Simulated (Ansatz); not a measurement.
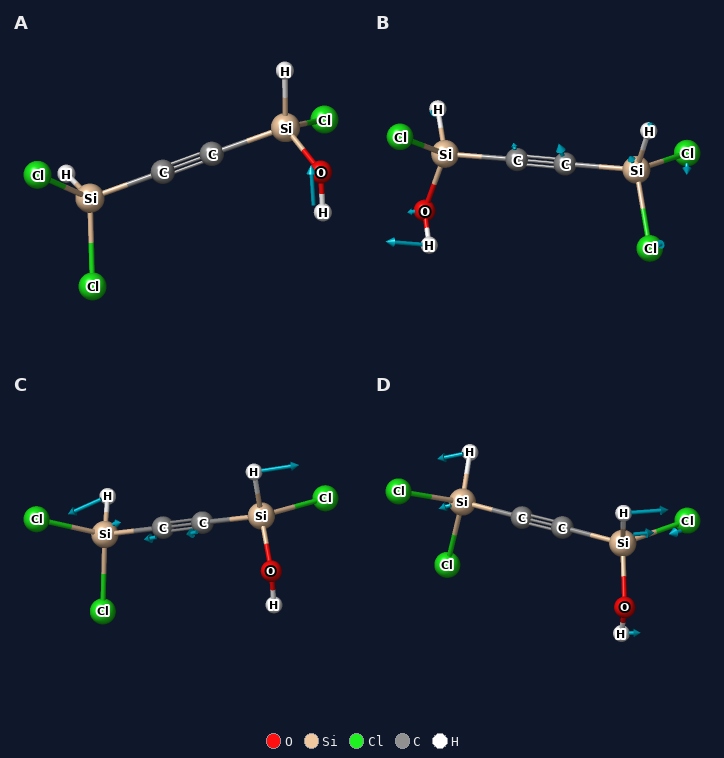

4 normal modes of one molecule or complex, as arrows. Harmonic vibrations computed with RKS PBE0-D4/def2-TZVP (Ansatz 0.2.0) at a stationary point of the same level.

> Match the panels to the wavenumbers 177 cm⁻¹, 569 cm⁻¹, 820 cm⁻¹, 3915 cm⁻¹.

A: 3915 cm⁻¹, O–H stretching
B: 177 cm⁻¹
C: 820 cm⁻¹
D: 569 cm⁻¹
